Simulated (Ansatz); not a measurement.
SiHClF$_{2}$: several calculations on one system

Part 1: Relaxation

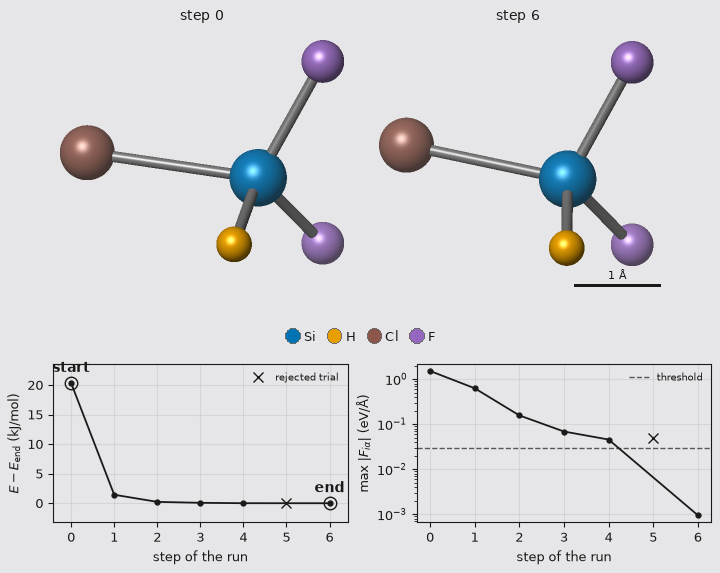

First and last geometry of a relaxation of SiHClF$_{2}$, with the history of the run. A ball-and-stick model, seen at a tilt.

The run prepares an end point of a later path (reaction) calculation, from a guessed geometry.

The calculation used RKS PBE0-D4/6-31G* (Ansatz 0.2.0). Set-up: no spin polarisation; force threshold 0.03 eV/Å; at most 50 steps.

Question: Did the run converge, and what did it change?

Answer: It converged. The H atom moves most after the best rigid fit: 0.21 Å. Largest moves by element: H 0.21 Å, Cl 0.17 Å, F 0.08 Å, Si 0.08 Å. Near-neighbour distances that change, for instance: Cl–Si 2.079 → 2.029 Å, H–Si 1.450 → 1.469 Å. Bond angles that change, for instance: H–Si–Cl 93.6° → 110.5°, H–Si–F 115.5° → 110.3°, Cl–Si–F 112.0° → 108.8°. Over 5 accepted moves (6 points after the start) the energy falls by 20.3 kJ/mol. Largest force component: 1.5 eV/Å at the start, 0.00096 eV/Å at the end. The line search rejected the trial step at point 5 of the run. The run took 22 s on 1 thread of Arm Neoverse V1, with other jobs on the host, peak memory 0.13 GiB.

| step | E − E(0), kJ/mol | largest force component, eV/Å | note |
| --- | --- | --- | --- |
| 0 | 0.00 | 1.5225 |  |
| 1 | -18.91 | 0.6298 |  |
| 2 | -20.11 | 0.1575 |  |
| 3 | -20.28 | 0.0691 |  |
| 4 | -20.34 | 0.0458 |  |
| 5 | -20.34 | 0.0489 | rejected |
| 6 | -20.35 | 0.0010 |  |

Part 2: Relaxation

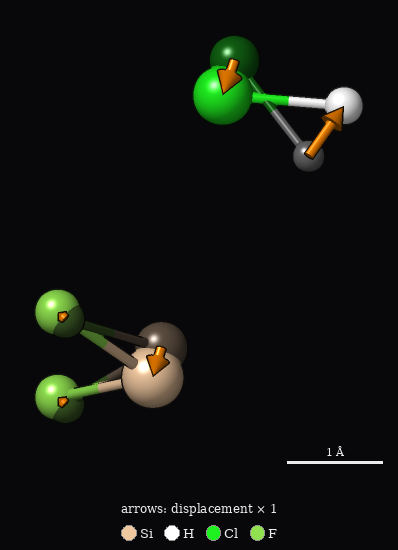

This is a relaxation of SiHClF2. The starting structure is drawn faded, the final one solid; orange arrows show the displacements, at their true length. The two geometries are superimposed by the best rigid fit.

A ball-and-stick model, seen from a free direction.

The run prepares an end point of a later path (reaction) calculation, from a guessed geometry.

Theory: RKS PBE0-D4/6-31G* (Ansatz).

The input:
```yaml
crystal:
  periodic: [false, false, false]
  atoms:
    - { symbol: Si, position_ang: [-0.732809, 1.8e-05, 0.123224] }
    - { symbol: H, position_ang: [1.401612, -2.3e-05, 1.714796] }
    - { symbol: Cl, position_ang: [2.494906, 1.0e-06, 0.955016] }
    - { symbol: F, position_ang: [-0.867224, 1.242066, -0.890835] }
    - { symbol: F, position_ang: [-0.867185, -1.242061, -0.890801] }
basis:
  gaussian: { orbitals: "6-31G*" }
hamiltonian:
  xc: pbe0
  dispersion: d4
relax:
  f_tol: 0.03
  max_steps: 50
```

Command:
```bash
ansatz run input.yaml --threads 1 --pin off --max-ram 2048MiB --backend cpu --events-out ev --progress --plain --runs-dir out
```

Atoms of which element are displaced furthest, and by how much?

Answer. Hydrogen: up to 0.68 Å, against 0.41 Å for chlorine.

What happened in the run?

Answer. The energy falls by 0.098 eV in 9 accepted moves (11 points after the start). Largest force component: 1 eV/Å at the start, 0.0024 eV/Å at the end. The line search rejected the trial steps at points 7, 10 of the run. The forces were under the threshold at step 8, but the run went on from there. The largest move after the best rigid fit is that of H2, 0.68 Å. By element the largest moves are H 0.68 Å, Cl 0.41 Å, Si 0.34 Å, F 0.11 Å. Among the contacts that change: Si1–Cl3 3.333 → 3.265 Å, H2–Cl3 1.331 → 1.285 Å.

Limits of the set-up: the start holds two separate molecules, 2.7 Å apart at their closest, whose relative position is a soft coordinate.

Part 3: Path

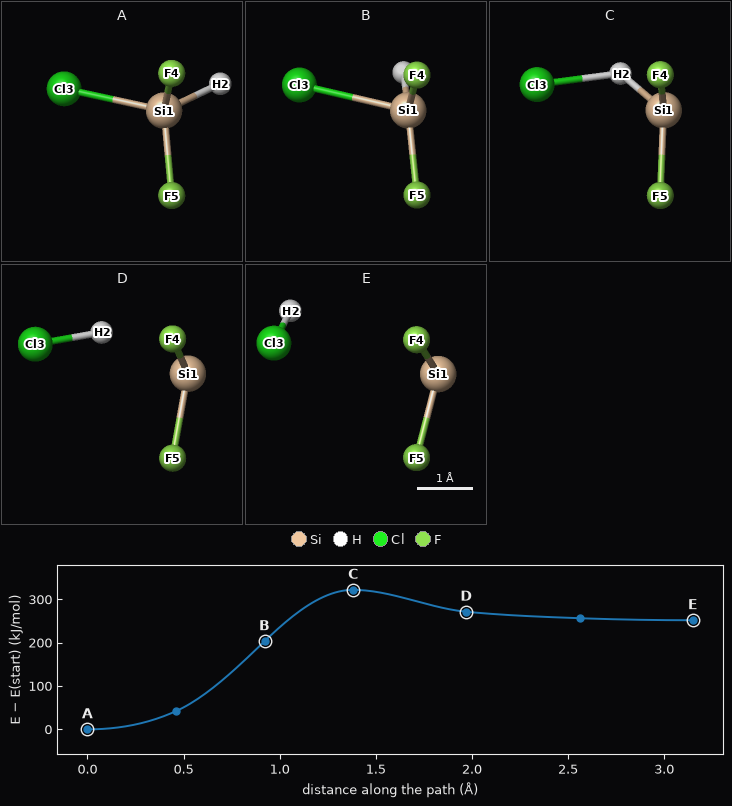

A nudged-elastic-band calculation for SiHClF₂. Images are numbered from 0 (start) to 6 (end). Frames A to E are images 0, 2, 3, 4, 6. The picture is a ball-and-stick view, seen at a tilt.

Computed with RKS PBE0-D4/6-31G* in Ansatz 0.2.0. Settings: 5 movable images; climbing image; force threshold 0.03 eV/Å; iteration limit 60; starting path through a guess of the saddle point.

### Read off the barrier and say what moves.

Breaking: Si1–Cl3 (2.03 → 2.54 at the top → 3.26 Å), Si1–H2 (1.47 → 1.63 at the top → 3.67 Å). Forming: H2–Cl3 (2.89 → 1.60 at the top → 1.28 Å). Forward barrier 322.1 kJ/mol, backward barrier 70.2 kJ/mol, with image 3 at the top; the reaction energy is +251.9 kJ/mol. The band converged in 19 iterations, with a climbing image at the top.

Cost: 4.1 min on 1 thread of Arm Neoverse V1, with other jobs on the host, peak memory 0.13 GiB.
